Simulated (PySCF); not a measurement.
# C₂H₄O, charge +1, doublet, SMILES `[CH2][O+]=C`: electronic structure

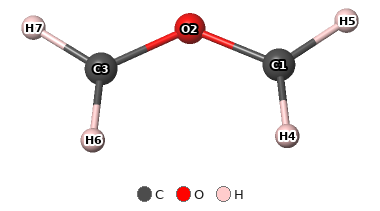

The molecule, with its atoms numbered as below. No frequency check shows the geometry to be a minimum.

Geometry (Å), atoms numbered from 1:

```
C1      -1.1465    0.1574    0.0000
O2       0.0000   -0.4237    0.0000
C3       1.1465    0.1574    0.0000
H4      -1.2539    1.2416    0.0000
H5      -2.0177   -0.4914    0.0000
H6       1.2539    1.2416    0.0000
H7       2.0177   -0.4914    0.0000
```

## 1. Bonding charge

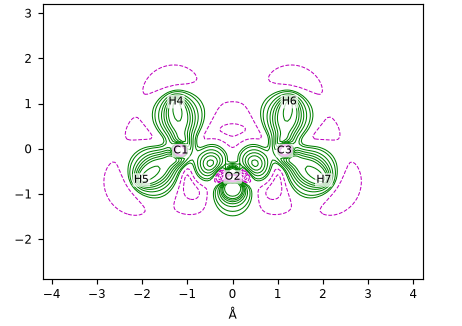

Deformation density (molecule less spherical, spin-averaged free atoms) in the molecular plane; contours at ±0.05 to ±0.8 e/Å³; solid green lines: gain, dashed magenta lines: loss.

Method: PBE/cc-pVTZ; geometry: GFN2-xTB; program: PySCF. The stability of the open-shell solution wasn't checked. GFN2-xTB doesn't know the spin state, so this open-shell geometry is rough.

> Describe the bonding that the map shows.

C1–H5 and C3–H7: +0.86 e/Å³ at the bond critical point (bond length 1.09 Å, Mayer order 0.9). C1–H4 and C3–H6: +0.84 e/Å³ at the bond critical point (bond length 1.09 Å, Mayer order 0.9). C1–O2 and O2–C3: +0.21 e/Å³ at the bond critical point (bond length 1.28 Å, Mayer order 1.3). In all, 1.2 electrons gather in the regions of gain relative to the promolecule of neutral atoms (the regions of loss give up this much and the cation's charge besides).

> Where do the Hirshfeld charges lie?

The highest Hirshfeld charge is on C1 and C3 (+0.20 e), the lowest on O2 (+0.10 e).

## 2. Bond critical points

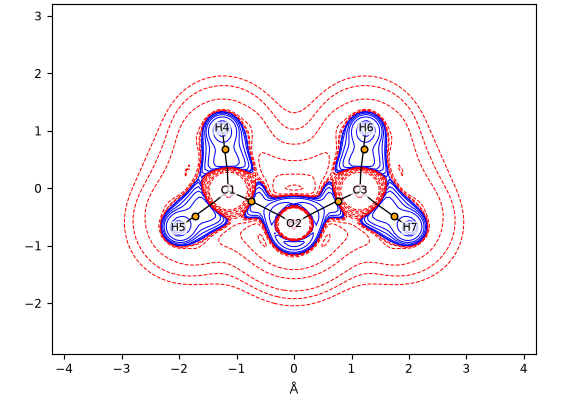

Negative Laplacian of the density (−∇²ρ) in the molecular plane (solid blue lines positive, dashed red lines negative, contours at ±0.02 to ±8 a.u.), with bond paths and bond critical points (dots).

> Sort the bonds in the plane by the sign of ∇²ρ at their critical points.

Concentrated (∇²ρ < 0): C1–H5 and C3–H7 (−1.25 a.u.); C1–H4 and C3–H6 (−1.20 a.u.). Depleted (∇²ρ > 0): C1–O2 and O2–C3 (+0.07 a.u., H = −0.516). A positive Laplacian with clearly negative H marks a strongly polar covalent bond, whose critical point lies close to the core of the less electronegative atom.

> Where along C1–H5 does the critical point lie?

0.73 Å from C1 and 0.35 Å from H5.

## 3. Electrostatic potential

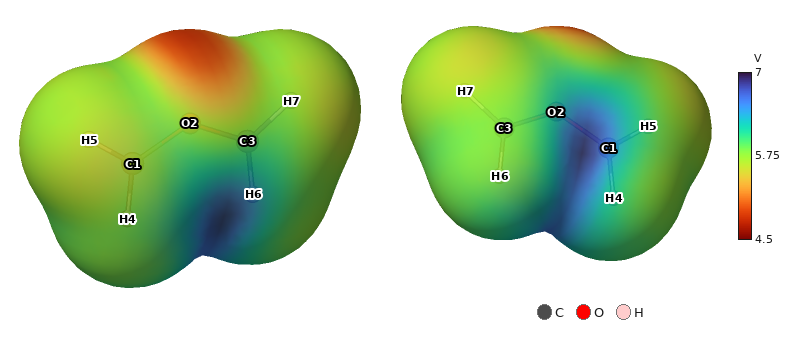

Electrostatic potential on the surface of electron density 0.001 a.u. (back view left, front view right).

> Where are the extremes of the potential on the surface?

Highest: 6.90 V, about equally far (1.9 Å) from C1, O2 and C3, and at like points elsewhere. Further maxima include 5.91 V, 1.5 Å from H6, and at like points elsewhere; 5.76 V, 1.2 Å from H5. Lowest: 4.82 V, 1.7 Å from O2. Further minima include 5.53 V, off the molecular plane, over C1 (2.0 Å), and at like points elsewhere. The surface is sampled at points, so like sites can differ by a few per cent and only the strongest of them is named.

## 4. Spin density

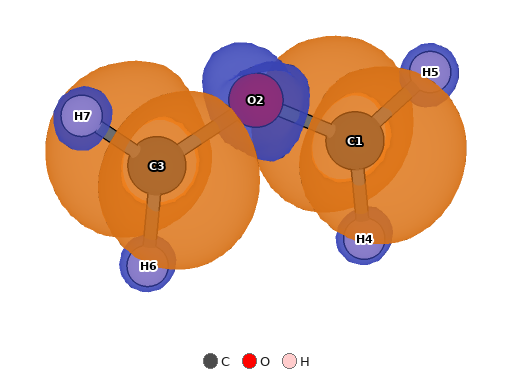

Spin density ρα − ρβ at ±0.02 e/Å³ (orange: excess α, blue: excess β).

> Give the atomic spin populations that go with this picture.

Hirshfeld spin populations: C1 and C3 +0.45. ⟨S²⟩ = 0.76, against 0.75 for a pure state. The picture also shows regions of β spin from spin polarisation; the Hirshfeld sums, whose atoms overlap, net them against the α spin of neighbours.

## 5. In an electric field

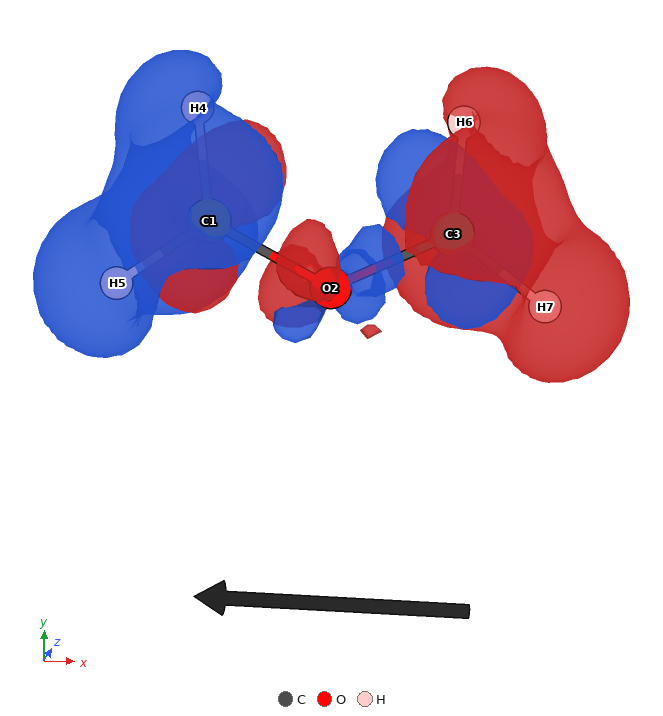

Change of the electron density in a uniform field of 0.41 V/Å along −x (arrow), surfaces at ±0.004 e/Å³ (red: gain, blue: loss).

Method: PBE0/cc-pVTZ; geometry: GFN2-xTB; program: PySCF. A basis without diffuse functions makes polarisabilities too small. The stability of the open-shell solution wasn't checked. GFN2-xTB doesn't know the spin state, so this open-shell geometry is rough.

> What dipole is induced, and what polarisability does it imply?

The induced dipole is 1.03 D (along the field); α along this axis, from the fields in both directions, is 51 bohr³ (7.5 Å³).

> Which atoms gain and lose the most charge?

Electrons gather most on C3 (Hirshfeld charge changes by −0.033 e) and leave C1 most (+0.034 e); 0.089 electrons are displaced in all.

## 6. Removing or adding an electron

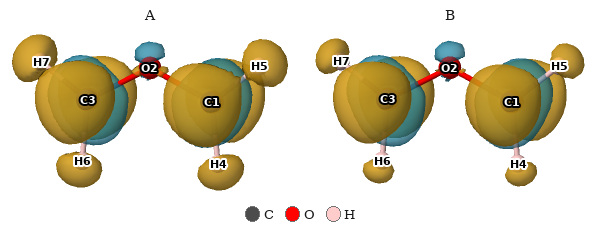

The two Fukui functions at ±0.04 e/Å³ (yellow positive, teal negative).

PySCF calculation, PBE/6-311+G**, gas phase; geometry: GFN2-xTB. GFN2-xTB doesn't know the spin state, so this open-shell geometry is rough.

> Why do the two look alike?

The electron leaves from or enters the same singly occupied orbital. A is f⁻, B is f⁺. f⁻ (Hirshfeld-condensed) is largest on C1 and C3 (0.28 each); the vertical ionisation energy is 16.62 eV (to the singlet dication, which needn't be its lowest state). f⁺ (Hirshfeld-condensed) is largest on C1 and C3 (0.28 each); the vertical electron affinity is 7.63 eV (to the singlet neutral species, which needn't be its lowest state).

The PySCF runs shown took 19 s, 41 s and 18 s on 1 thread of Arm Neoverse V2, with other jobs on the host.
